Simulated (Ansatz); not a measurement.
C$_{2}$H$_{10}$SSi$_{2}$: phonon calculation

C$_{2}$H$_{10}$SSi$_{2}$, SMILES CS[SiH](C)[SiH3], computed with RKS PBE/def2-SVP (Ansatz 0.2.0).

It belongs to a series of runs on one base structure; here: vibrations at the highest image of the band. Figures and captions count atoms from 1; the log counts them from 0 in places.

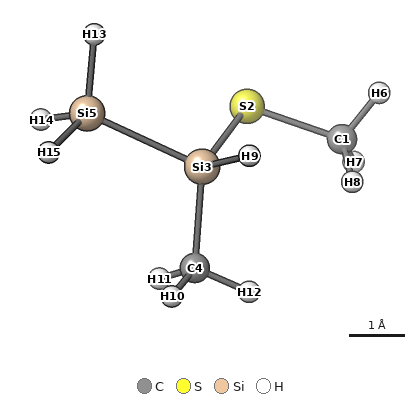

Fig. 1: The structure (ball-and-stick view, seen at a tilt; atoms are numbered from 1 in the order of the input). Bond lengths as drawn: C–H 1.11 Å, C–S 1.84 Å, C–Si 1.90 Å, H–Si 1.50 to 1.51 Å, Si–Si 2.36 Å and S–Si 2.16 Å.

Results in brief

| quantity | value |
| --- | --- |
| outcome | converged |
| total energy | −28802.2620 eV |
| mean-field energy | −28802.2620 eV |
| largest force (length of the vector) | 0.019 eV/Å |
| hardware | 2 threads of AMD EPYC (Zen 5), 16 GiB of memory available, shared host |
| wall time | 59 s (CPU time 1.9 min) |
| peak memory | 0.2 GiB |

The input
```yaml
crystal:
  periodic: [false, false, false]
  atoms:
    - { symbol: C, position_ang: [-1.517815, 0.535088, 2.242273] }
    - { symbol: S, position_ang: [0.248415, 0.494218, 1.710699] }
    - { symbol: Si, position_ang: [0.078423, 0.255913, -0.433776] }
    - { symbol: C, position_ang: [-0.623903, -1.430064, -0.9429] }
    - { symbol: Si, position_ang: [2.275151, 0.567066, -1.232149] }
    - { symbol: H, position_ang: [-1.735453, 1.517787, 2.703421] }
    - { symbol: H, position_ang: [-1.68919, -0.264321, 2.988802] }
    - { symbol: H, position_ang: [-2.209837, 0.381398, 1.392161] }
    - { symbol: H, position_ang: [-0.821001, 1.336089, -0.99112] }
    - { symbol: H, position_ang: [-0.694937, -1.500156, -2.048403] }
    - { symbol: H, position_ang: [0.022308, -2.251907, -0.57542] }
    - { symbol: H, position_ang: [-1.641532, -1.576844, -0.526098] }
    - { symbol: H, position_ang: [2.779051, 1.947874, -0.910366] }
    - { symbol: H, position_ang: [3.205785, -0.446311, -0.61902] }
    - { symbol: H, position_ang: [2.302636, 0.383371, -2.728803] }
basis:
  gaussian: { orbitals: def2-SVP }
hamiltonian:
  xc: pbe
phonons: {}
```

Launch command:
```bash
ansatz run input.yaml --threads 2 --pin off --max-ram 3072MiB --backend cpu --events-out ev --progress --plain --runs-dir out
```

What the program printed
```
Engine: ansatz 0.2.0, x86_64-unknown-linux-gnu
Functional definition: PBE
  parameter kappa = 0.804
  parameter beta = 0.06672455060314922
  exchange = pbe_x(kappa = kappa, mu = beta*pi^2/3)
  correlation = pbe_c(beta = beta)
1493 factors; their error is unknown
mean field evaluation 1: about -28791.3380 eV, gradient 6.6e1 eV
mean field evaluation 2: about -28774.2014 eV, gradient 9.6e1 eV
mean field evaluation 4: about -28802.2922 eV, gradient 4.6e0 eV
mean field evaluation 8: about -28802.2619 eV, gradient 2.0e-1 eV
mean field evaluation 16: about -28802.2620 eV, gradient 5.4e-5 eV
mean field -28802.26199803 eV, -1058.4636055531 hartree, gradient 5.5e-5 eV, S^2 0.000000; 0 other end points of the search recorded, 0 dependent functions left out
the calculation of the forces begins
reference -28802.26204168 eV, -1058.4636071574 hartree; 33, 33 occupied and 99, 99 virtual orbitals, 1493 factors
these checks for a lower state are left out or cut short: stability, starts, cluster_reference, orbital_swaps, neighbouring_geometries, increment
1493 factors; their error is unknown
mean field -28802.26185179 eV, -1058.4636001790 hartree, gradient 2.0e-6 eV, S^2 0.000000; 0 other end points of the search recorded, 0 dependent functions left out
[... from here on the field's lines of each further geometry are left out, up to the last ...]
the calculation of the forces begins
reference -28802.26199426 eV, -1058.4636054147 hartree; 33, 33 occupied and 99, 99 virtual orbitals, 1493 factors
these checks for a lower state are left out or cut short: stability, starts, cluster_reference, orbital_swaps, neighbouring_geometries, increment
1493 factors; their error is unknown
mean field -28802.26194263 eV, -1058.4636035172 hartree, gradient 8.8e-7 eV, S^2 0.000000; 0 other end points of the search recorded, 0 dependent functions left out
the calculation of the forces begins
reference -28802.26198628 eV, -1058.4636051216 hartree; 33, 33 occupied and 99, 99 virtual orbitals, 1493 factors
WARN: phonons: modes at or below zero, which the zero-point energy, F, S and C_V leave out: 1, the lowest at -123.65 cm⁻¹. A minimum has none, and a first-order saddle one
Total energy: -28802.26204168 eV, -1058.4636071574 hartree
Atom 0 at    -1.517815     0.535088     2.242273 Å, force    -0.016984    -0.000202     0.009038 eV/Å
Atom 1 at     0.248415     0.494218     1.710699 Å, force     0.006310    -0.003048     0.000731 eV/Å
Atom 2 at     0.078423     0.255913    -0.433776 Å, force     0.004212     0.002888     0.000322 eV/Å
Atom 3 at    -0.623903    -1.430064    -0.942900 Å, force    -0.001856    -0.001759    -0.000071 eV/Å
Atom 4 at     2.275151     0.567066    -1.232149 Å, force    -0.001706     0.002841    -0.003962 eV/Å
Atom 5 at    -1.735453     1.517787     2.703421 Å, force     0.004320    -0.002008    -0.005420 eV/Å
Atom 6 at    -1.689190    -0.264321     2.988802 Å, force     0.005737     0.001885    -0.005980 eV/Å
Atom 7 at    -2.209837     0.381398     1.392161 Å, force     0.001681     0.001106    -0.000365 eV/Å
Atom 8 at    -0.821001     1.336089    -0.991120 Å, force    -0.001366    -0.000326     0.001809 eV/Å
Atom 9 at    -0.694937    -1.500156    -2.048403 Å, force    -0.000764    -0.000023     0.000090 eV/Å
Atom 10 at     0.022308    -2.251907    -0.575420 Å, force    -0.000084     0.000449     0.000403 eV/Å
Atom 11 at    -1.641532    -1.576844    -0.526098 Å, force    -0.000790    -0.001230    -0.000272 eV/Å
Atom 12 at     2.779051     1.947874    -0.910366 Å, force     0.001510     0.000174    -0.000667 eV/Å
Atom 13 at     3.205785    -0.446311    -0.619020 Å, force    -0.000610     0.000361     0.002576 eV/Å
Atom 14 at     2.302636     0.383371    -2.728803 Å, force     0.000391    -0.001108     0.001769 eV/Å
Dipole moment:    -0.380060    -0.151027    -0.058617 e Å
Vibrations: -123.65 46.58 80.00 95.04 133.91 160.76 188.57 209.68 390.45 465.26 470.82 512.99 645.39 674.91 686.77 698.47 771.14 835.14 870.47 902.09 905.30 920.72 931.89 1207.88 1282.39 1376.04 1380.66 1391.79 1408.25 2115.63 2147.67 2161.97 2172.56 2971.88 2981.58 3069.38 3084.13 3089.53 3091.73 cm⁻¹, zero-point energy 2.884456 eV
```

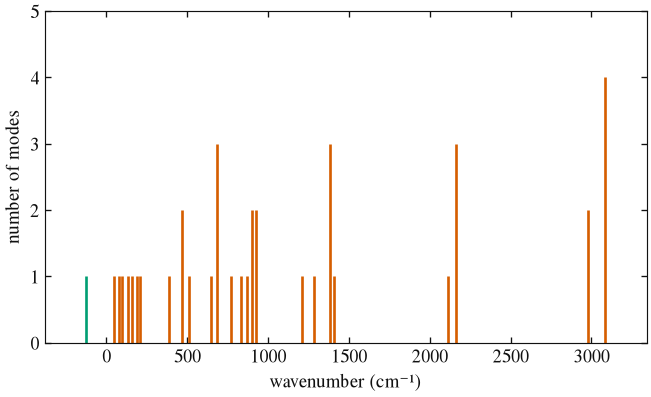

Fig. 2: Harmonic vibrational wavenumbers from the force constants; neighbouring modes closer than 15 cm⁻¹ are counted in one stick, and imaginary ones are drawn at negative wavenumbers. 39 modes from 124i to 3092 cm⁻¹, 1 imaginary beyond 8i (124i cm⁻¹): a first-order saddle point, if the geometry is stationary.
